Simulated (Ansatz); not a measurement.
System: hcp Tl. Method: PBE-D4 (Ansatz, an electronic-structure program, PAW).

Run with plane-wave cutoff 520 eV, 18×18×10 k mesh (along the axes of the cell as run), Fermi–Dirac smearing 0.05 eV, scalar-relativistic PAW data made under PBE.

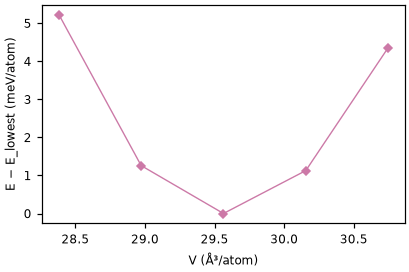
Fig. 1. Total energy against volume

Question: From the curve, estimate the equilibrium volume and the bulk modulus.

Answer: V0 ≈ 29.6 Å³/atom and B0 ≈ 32 GPa; the fit gives V0 = 29.568 Å³/atom, B0 = 32.3 GPa, B′ = 5.4.

Shape and atoms are relaxed at each volume.

Measured, for comparison: bulk modulus 37.4 GPa (copied from a table, unchecked, extrapolated to 0 K and zero-point effects removed; as tabulated in Lejaeghere et al. (2013), arXiv:1204.2733). Computed (rounded) less measured: bulk modulus not scored (unchecked).

Note: the bulk modulus comes from volumes at which shape and atoms were relaxed.

Spin–orbit coupling is not included; it can shift volumes and moduli of such heavy elements.

Static lattice: no zero-point or thermal effects.
